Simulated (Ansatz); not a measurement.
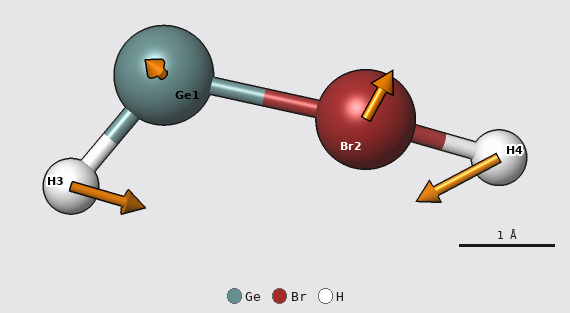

This is a relaxation of GeH2Br (charge +1). The starting structure is drawn; orange arrows show the displacements, at their true length. The two geometries are superimposed by the best rigid fit.

Style: ball-and-stick. Shown face on.

It is one of the separated reactants of a reaction.

All numbers below come from RKS PBE-D4/def2-SVP (Ansatz 0.2.0). Settings: force threshold 0.03 eV/Å; at most 250 steps.

**What happened in the run?**

Over 8 geometry steps the energy falls by 180.1 kJ/mol. Largest force component: 4.6 eV/Å at the start, 0.017 eV/Å at the end. H4 moves most after the best rigid fit: 1.00 Å. By element the largest moves are H 1.00 Å, Br 0.60 Å, Ge 0.32 Å. Some distances before and after: Ge1–Br2 2.187 → 2.624 Å, Ge1–H3 1.523 → 1.610 Å, Br2–H4 1.510 → 1.451 Å. Among the angles between lasting bonds that change: Ge1–Br2–H4 158.7° → 101.3°, Br2–Ge1–H3 117.3° → 86.8°. Groups turn about Ge1–Br2 by about 85°. Cost: 5.5 s on 2 threads of Intel Xeon 6975P-C, with other jobs on the host.
